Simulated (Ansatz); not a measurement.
# CH6ClNOSi: shift of H8 from Si2 to N1

How high is the barrier for the shift of H8 from Si2 to N1? Relax the two ends, then run a nudged elastic band between them. SMILES of the start: N[SiH2]C(O)Cl.

All numbers below are computed with Ansatz 0.2.0 (RKS B3LYP-D4/def2-SVP).

## Step 1: Starting point

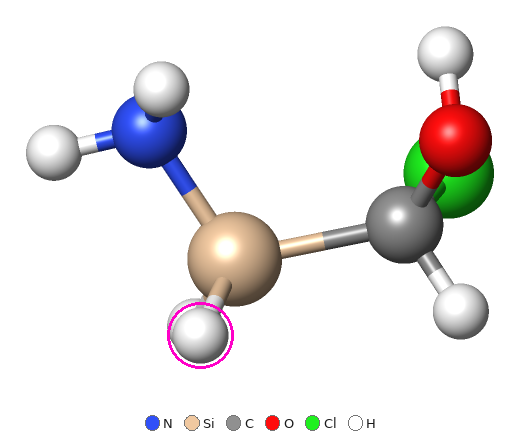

The starting structure, seen from a chosen angle (nitrogen blue, silicon light orange, carbon grey, oxygen red, chlorine green, hydrogen white). Ringed: H8.

As a file:

```xyz
11

N    -1.5116   -0.0211   -0.7677
Si    0.1443    0.0850   -0.8708
C     0.9522    0.0788    0.8022
O     0.5409   -0.8211    1.7872
Cl    0.8420    1.6995    1.5130
H    -1.9379    0.0678   -1.7251
H    -1.8069   -0.8773   -0.3942
H     0.5451   -1.1009   -1.6575
H     0.4926    1.2913   -1.6461
H     2.0542   -0.1300    0.7220
H    -0.2496   -0.3289    2.2577
```

## Step 2: Relaxing end A

Input file input.yaml:

```yaml
crystal:
  periodic: [false, false, false]
  atoms:
    - { symbol: "N", position_ang: [-1.5116, -0.0211, -0.7677] }
    - { symbol: Si, position_ang: [0.1443, 0.085, -0.8708] }
    - { symbol: C, position_ang: [0.9522, 0.0788, 0.8022] }
    - { symbol: O, position_ang: [0.5409, -0.8211, 1.7872] }
    - { symbol: Cl, position_ang: [0.842, 1.6995, 1.513] }
    - { symbol: H, position_ang: [-1.9379, 0.0678, -1.7251] }
    - { symbol: H, position_ang: [-1.8069, -0.8773, -0.3942] }
    - { symbol: H, position_ang: [0.5451, -1.1009, -1.6575] }
    - { symbol: H, position_ang: [0.4926, 1.2913, -1.6461] }
    - { symbol: H, position_ang: [2.0542, -0.13, 0.722] }
    - { symbol: H, position_ang: [-0.2496, -0.3289, 2.2577] }
basis:
  gaussian: { orbitals: def2-SVP }
hamiltonian:
  xc: b3lyp
  dispersion: d4
relax:
  f_tol: 0.02
  max_steps: 50
```

Command:

```console
> ansatz run input.yaml --threads 2 --pin off --max-ram 3072MiB --backend cpu --events-out ev --progress --plain --runs-dir out
```

What it wrote (excerpt; [...] marks lines left out):

```text
Warning: RAYON_NUM_THREADS=2 ignored (pool sized by the plan → 2); use --threads N
[...]
Functional definition: B3LYP
[...]
1139 factors; integrals over basis functions are off by at most 4.4e-4 eV
[...]
mean field -25062.69752890 eV, -921.0371460804 hartree, gradient 4.0e-5 eV, S^2 0.000000; 0 other end points of the search recorded, 0 dependent functions left out
[...]
reference -25062.69779128 eV, -921.0371557230 hartree; 29, 29 occupied and 79, 79 virtual orbitals, 1139 factors
relax step   1: F+E_penalty+E_count = -25063.11001251 eV  Δ(F+E_penalty+E_count) = +0.000e0 eV  max|allowed force component| = 2.819e0 eV/Å  Δτ_max = 0.0000 Å  (26 SCF iters, accepted)
[...]
relax step   3: F+E_penalty+E_count = -25063.77776996 eV  Δ(F+E_penalty+E_count) = -1.301e-1 eV  max|allowed force component| = 4.243e-1 eV/Å  Δτ_max = 0.1584 Å  (27 SCF iters, accepted)
[...]
relax step   5: F+E_penalty+E_count = -25063.86295395 eV  Δ(F+E_penalty+E_count) = -3.356e-2 eV  max|allowed force component| = 1.038e0 eV/Å  Δτ_max = 0.1966 Å  (29 SCF iters, accepted)
[...]
relax step   7: F+E_penalty+E_count = -25063.95509438 eV  Δ(F+E_penalty+E_count) = -3.790e-2 eV  max|allowed force component| = 1.822e-1 eV/Å  Δτ_max = 0.1685 Å  (28 SCF iters, accepted)
[...]
relax step   9: F+E_penalty+E_count = -25063.98968732 eV  Δ(F+E_penalty+E_count) = -1.222e-2 eV  max|allowed force component| = 1.037e0 eV/Å  Δτ_max = 0.1952 Å  (28 SCF iters, accepted)
[...]
relax step  10: F+E_penalty+E_count = -25064.02170432 eV  Δ(F+E_penalty+E_count) = -3.202e-2 eV  max|allowed force component| = 4.046e-1 eV/Å  Δτ_max = 0.0502 Å  (26 SCF iters, accepted)
[...]
relax step  11: F+E_penalty+E_count = -25064.03720112 eV  Δ(F+E_penalty+E_count) = -1.550e-2 eV  max|allowed force component| = 1.865e-1 eV/Å  Δτ_max = 0.0900 Å  (26 SCF iters, accepted)
[...]
1140 factors; integrals over basis functions are off by at most 6.3e-4 eV
```

## Step 3: The log goes on: end point A relaxed

Output, continued (excerpt; [...] marks lines left out):

```text
mean field -25063.62574352 eV, -921.0712573386 hartree, gradient 2.3e-5 eV, S^2 0.000000; 0 other end points of the search recorded, 0 dependent functions left out
[...]
reference -25063.62599883 eV, -921.0712667210 hartree; 29, 29 occupied and 79, 79 virtual orbitals, 1140 factors
relax step  12: F+E_penalty+E_count = -25064.05185080 eV  Δ(F+E_penalty+E_count) = -1.465e-2 eV  max|allowed force component| = 1.723e-1 eV/Å  Δτ_max = 0.2000 Å  (28 SCF iters, accepted)
[...]
relax step  18: F+E_penalty+E_count = -25064.06070978 eV  Δ(F+E_penalty+E_count) = -6.933e-5 eV  max|allowed force component| = 2.078e-2 eV/Å  Δτ_max = 0.0029 Å  (23 SCF iters, accepted)
[...]
relax step  19: F+E_penalty+E_count = -25064.06073471 eV  Δ(F+E_penalty+E_count) = -2.493e-5 eV  max|allowed force component| = 1.453e-2 eV/Å  Δτ_max = 0.0046 Å  (24 SCF iters, accepted)
[...]
Atom 1 at     0.303374    -0.090810    -0.923805 Å, force     0.002489    -0.004846    -0.008897 eV/Å
Atom 2 at     1.013409     0.184644     0.826628 Å, force     0.012750     0.014534     0.014124 eV/Å
Atom 3 at     0.440821    -0.679961     1.715552 Å, force    -0.003895    -0.003956     0.004181 eV/Å
Atom 4 at     0.533315     1.989422     1.199863 Å, force     0.001421    -0.008953    -0.003519 eV/Å
Atom 5 at    -1.874828     0.631910    -0.247535 Å, force     0.000184    -0.003222    -0.000990 eV/Å
Atom 6 at    -1.997177    -0.809614    -1.083597 Å, force    -0.005478    -0.003258    -0.001798 eV/Å
Atom 7 at     0.703007    -1.420228    -1.468826 Å, force     0.001193     0.001503    -0.004692 eV/Å
Atom 8 at     0.713631     0.990273    -1.860840 Å, force     0.000028     0.000061    -0.003563 eV/Å
Atom 9 at     2.102134     0.185051     0.964362 Å, force     0.000723     0.003288    -0.002090 eV/Å
Atom 10 at    -0.480842    -0.814886     1.416240 Å, force    -0.007108    -0.003979     0.002700 eV/Å
Dipole moment:    -0.326254    -0.255548    -0.469200 e Å
```

It took 65 s on 2 threads of Intel Xeon Platinum 8259CL at 2.50GHz (Skylake/Cascade Lake), shared host; peak memory 0.27 GiB.

Step by step:

```tsv
step	energy from step 1 (eV)	largest force component (eV/Å)
1	0.0000	2.8187
2	-0.5377	1.1688
3	-0.6678	0.4243
4	-0.7194	0.5112
5	-0.7529	1.0375
6	-0.8072	0.3487
7	-0.8451	0.1822
8	-0.8675	0.2576
9	-0.8797	1.0370
10	-0.9117	0.4046
11	-0.9272	0.1865
12	-0.9418	0.1723
13	-0.9473	0.1778
14	-0.9495	0.1200
15x	-0.9455	0.1752
16	-0.9499	0.2108
17	-0.9506	0.0265
18	-0.9507	0.0208
19	-0.9507	0.0145
```

Step 1 is the start. 1 step was tried and not accepted (marked x).

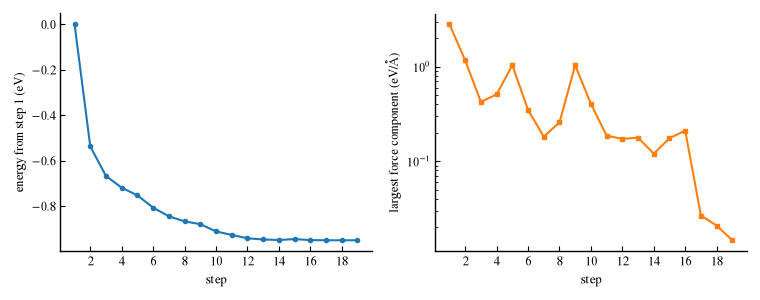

How energy and force went from step to step.

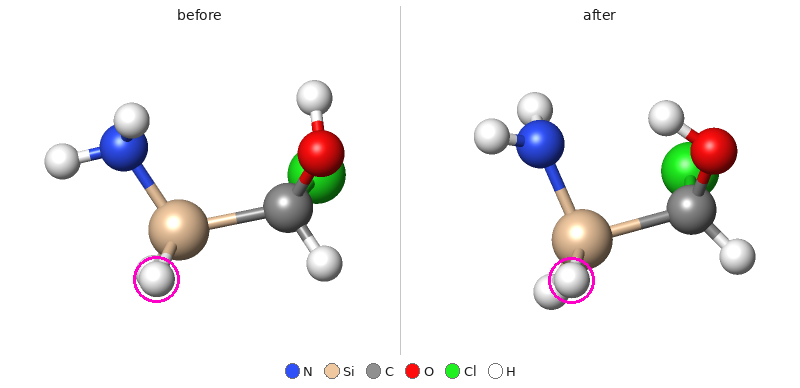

The structure before (left) and after (right), drawn at the same scale.

After: Bond lengths: N1–Si2 1.748 Å, Si2–C3 1.909 Å, C3–O4 1.366 Å, C3–Cl5 1.904 Å, N1–H6 1.018 Å, N1–H7 1.016 Å, Si2–H8 1.491 Å, Si2–H9 1.488 Å, C3–H10 1.097 Å, O4–H11 0.978 Å. Angles (14 of 16 angles, heavy atoms first): N1–Si2–C3 99.1°, Si2–C3–O4 110.5°, Si2–C3–Cl5 102.9°, O4–C3–Cl5 111.5°, N1–Si2–H8 106.1°, N1–Si2–H9 117.9°, C3–Si2–H8 111.4°, C3–Si2–H9 111.7°, Si2–N1–H6 117.3°, Si2–N1–H7 119.5°, Si2–C3–H10 119.0°, O4–C3–H10 109.5°, Cl5–C3–H10 103.0°, C3–O4–H11 106.4°.

## Step 4: End point B

The second end starts from a geometry with the move made by hand.

input.yaml, as its differences from that of step 2:

```diff
@@ -10,3 +10,3 @@
     - { symbol: H, position_ang: [-1.8069, -0.8773, -0.3942] }
-    - { symbol: H, position_ang: [0.5451, -1.1009, -1.6575] }
+    - { symbol: H, position_ang: [-1.33219, 0.7747, -0.12263] }
     - { symbol: H, position_ang: [0.4926, 1.2913, -1.6461] }
```

Command:

```console
> ansatz run input.yaml --threads 2 --pin off --max-ram 3072MiB --backend cpu --events-out ev --progress --plain --runs-dir out
```

What it wrote (excerpt; [...] marks lines left out):

```text
Warning: RAYON_NUM_THREADS=2 ignored (pool sized by the plan → 2); use --threads N
[...]
[... 1 set-up line as earlier in the session ...]
[...]
1141 factors; integrals over basis functions are off by at most 4.4e-4 eV
[...]
mean field -25058.32454960 eV, -920.8764420553 hartree, gradient 4.2e-5 eV, S^2 0.000000; 0 other end points of the search recorded, 0 dependent functions left out
[...]
reference -25058.32479165 eV, -920.8764509504 hartree; 29, 29 occupied and 79, 79 virtual orbitals, 1141 factors
relax step   1: F+E_penalty+E_count = -25058.75377274 eV  Δ(F+E_penalty+E_count) = +0.000e0 eV  max|allowed force component| = 9.842e0 eV/Å  Δτ_max = 0.0000 Å  (30 SCF iters, accepted)
[...]
relax step   5: F+E_penalty+E_count = -25062.42386489 eV  Δ(F+E_penalty+E_count) = -2.254e-1 eV  max|allowed force component| = 4.191e-1 eV/Å  Δτ_max = 0.1925 Å  (28 SCF iters, accepted)
[...]
Atom 1 at     0.508532    -0.303910    -1.182069 Å, force    -0.014733    -0.011071    -0.000958 eV/Å
Atom 2 at     0.852804     0.055074     0.729615 Å, force     0.015507     0.008187     0.014778 eV/Å
Atom 3 at     0.159807    -0.890624     1.467087 Å, force    -0.002811    -0.002488    -0.010069 eV/Å
Atom 4 at     0.265310     1.792680     1.313275 Å, force    -0.012937     0.004974     0.002681 eV/Å
Atom 5 at    -2.066550     0.148999    -1.513921 Å, force    -0.002722    -0.002074    -0.002103 eV/Å
Atom 6 at    -1.727830    -0.579614    -0.054520 Å, force    -0.006120     0.000068    -0.001911 eV/Å
Atom 7 at    -1.439442     1.034068    -0.227653 Å, force     0.002084     0.009008     0.009497 eV/Å
Atom 8 at     0.751049     1.128275    -1.651260 Å, force     0.004604     0.001686    -0.000947 eV/Å
Atom 9 at     1.921885     0.110550     0.992849 Å, force    -0.003208    -0.006749    -0.001508 eV/Å
Atom 10 at     0.382618    -0.808554     2.406372 Å, force     0.009408     0.002582     0.000287 eV/Å
Dipole moment:    -0.686053    -0.072453     0.243808 e Å
```

Wall time 63 s (2 threads of Intel Xeon Platinum 8259CL at 2.50GHz (Skylake/Cascade Lake), shared host); peak memory 0.27 GiB.

Relaxation path:

```tsv
step	energy from step 1 (eV)	largest force component (eV/Å)
1	0.0000	9.8423
2	-2.1189	5.3576
3	-3.2034	1.9572
4	-3.4447	2.0515
5	-3.6701	0.4191
6	-3.7041	0.2197
7	-3.7212	0.2511
8	-3.7360	0.6519
9	-3.7504	1.2768
10	-3.8000	2.1557
11	-3.9353	1.0673
12	-3.9671	0.5519
13	-4.0153	0.6522
14	-4.0305	0.2064
15x	-4.0286	0.2191
16	-4.0343	0.0182
17	-4.0348	0.0155
```

Step 1 is the start. 1 step was tried and not accepted (marked x).

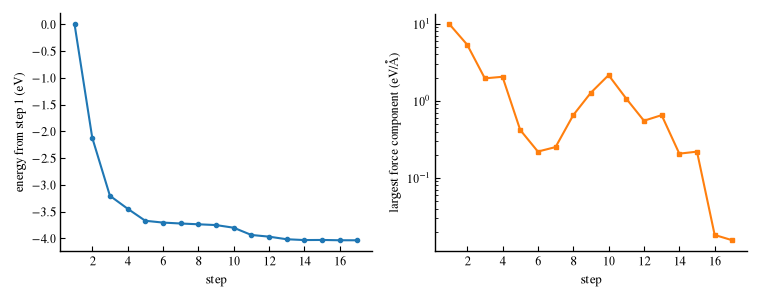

How energy and force went from step to step.

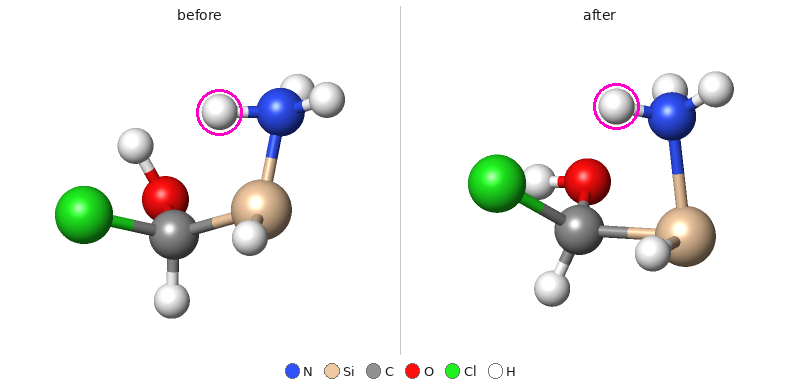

Before and after, at one scale.

After: Bond lengths: N1–Si2 2.030 Å, Si2–C3 1.975 Å, C3–O4 1.385 Å, C3–Cl5 1.925 Å, N1–H6 1.021 Å, N1–H7 1.024 Å, N1–H8 1.030 Å, Si2–H9 1.526 Å, C3–H10 1.102 Å, O4–H11 0.969 Å. Angles (14 of 16 angles, heavy atoms first): N1–Si2–C3 84.7°, Si2–C3–O4 107.7°, Si2–C3–Cl5 113.8°, O4–C3–Cl5 107.6°, N1–Si2–H9 91.1°, C3–Si2–H9 95.7°, Si2–N1–H6 115.5°, Si2–N1–H7 106.5°, Si2–N1–H8 108.3°, Si2–C3–H10 114.2°, O4–C3–H10 113.1°, Cl5–C3–H10 100.3°, C3–O4–H11 110.1°, H6–N1–H7 109.1°.

(Part 1 of 2 ends here.)
